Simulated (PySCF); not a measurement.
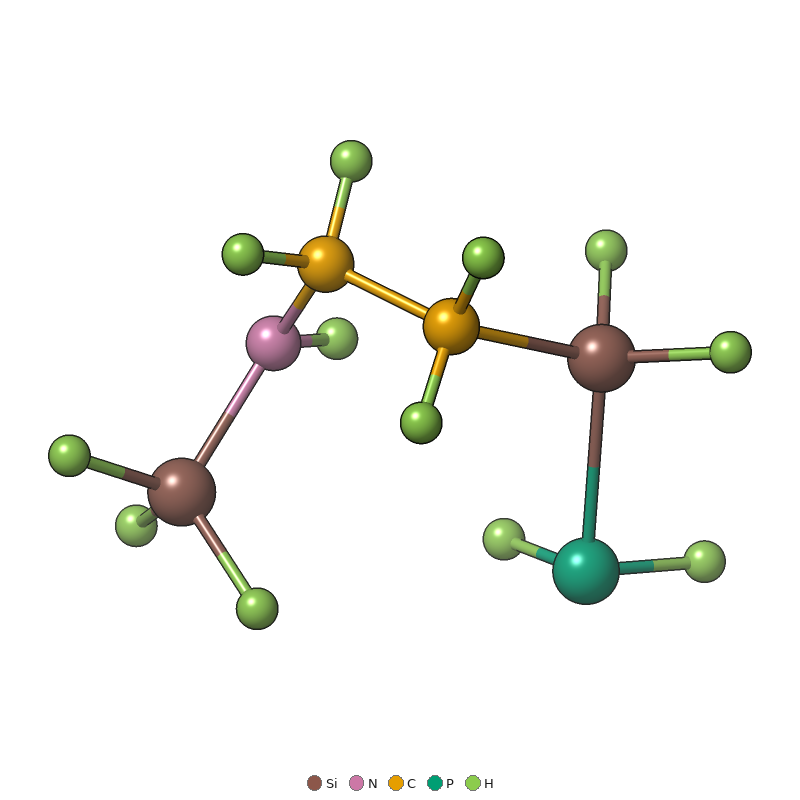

The computed structure is the end point of a GFN2-xTB optimisation. No frequency run is at hand to confirm it as a minimum.

Give the structural formula.

SMILES: [SiH3]NCC[SiH2]P

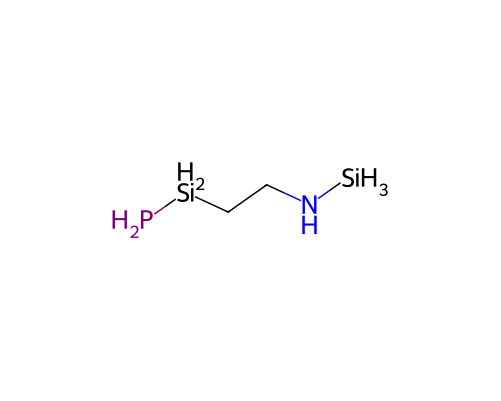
